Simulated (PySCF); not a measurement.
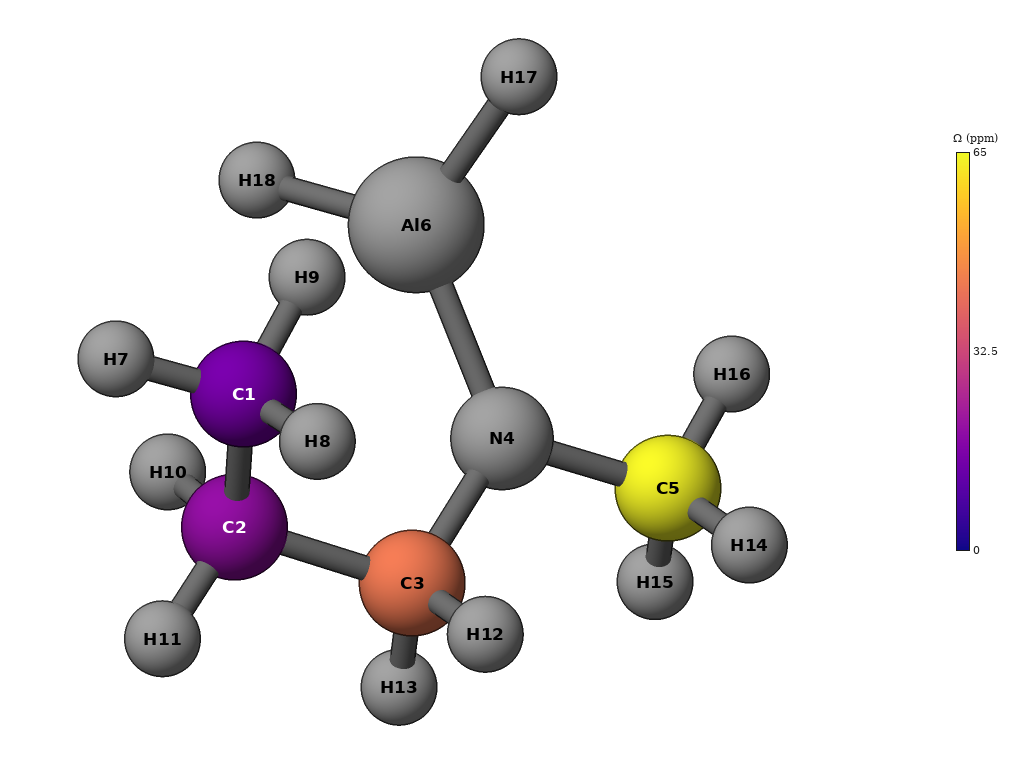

The C atoms are coloured by the span of their shielding tensor. Computed geometry: GFN2-xTB optimisation. No frequency run is at hand to confirm it as a minimum. Level of theory: GIAO PBE0/pcSseg-1 NMR shielding, non-relativistic, gas phase (PySCF 2.14.0). Principal shieldings σ11 ≤ σ22 ≤ σ33, span Ω = σ33 − σ11, skew κ = 3(σiso − σ22)/Ω.

Question. Which C atom has the most anisotropic shielding?

Answer. C5, with a span of 64 ppm.

Give the shielding tensors of the C atoms.

```
atom    σ11    σ22    σ33   σiso     Ω     κ
  C1  156.3  159.7  171.3  162.4  15.1  0.54
  C2  151.3  155.7  171.2  159.4  19.9  0.56
  C3  109.3  115.0  152.5  125.6  43.2  0.73
  C5  118.9  140.4  182.9  147.4  64.0  0.33
```

Shieldings and span in ppm.

The geometry is semi-empirical. Around Al such bond lengths and angles can be off by a tenth of an ångström or more and by several degrees, and values that hang on the shape move with them.
